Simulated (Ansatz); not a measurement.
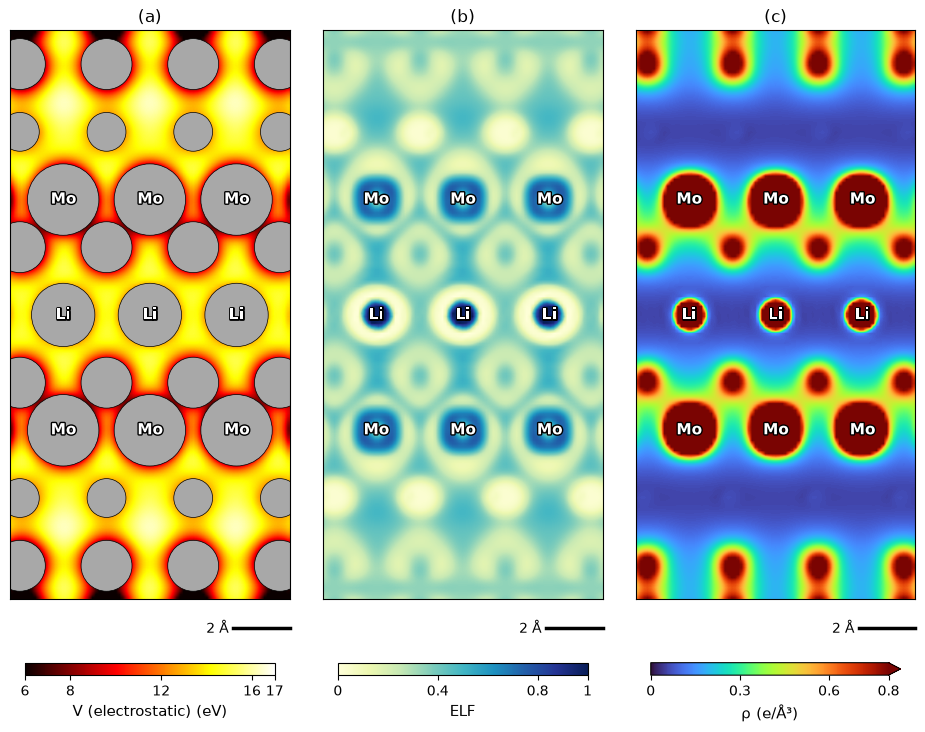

*LiMo₂. (a) electrostatic potential energy of an electron; (b) ELF; (c) valence electron density on the (010) plane of the conventional cell. Grey discs cover the atomic cores in the potential map.*

Space group R-3m; started from the cadmium chloride_166 prototype, which need not be the ambient phase; computed without spin polarisation.

These are results of Ansatz 0.2.0, DFT PBE, scalar-relativistic, plane waves, PAW, not measurements.

In a PAW calculation such maps are meaningful between the atoms, not at the nuclei.

**What does the map show?**

- The plane passes through Li and Mo nuclei.
- Atoms just off the plane (Li, 0.9 Å away and Mo, 0.9 Å away) can leave unmarked features too.
- Li–Li (3.08 Å): the density is about 0.06 e/Å³ at the midpoint; the ELF is about 0.40 at the midpoint.
- Between the atoms the lowest density in this plane is 0.05 e/Å³.
- The features right at Li and Mo lie inside the PAW spheres, where the map follows smoothed inner orbitals and isn't to be read closely.
- Outside the cores the potential energy rises away from the atoms and is highest about 2.1 Å from the nearest atoms; its zero is arbitrary.
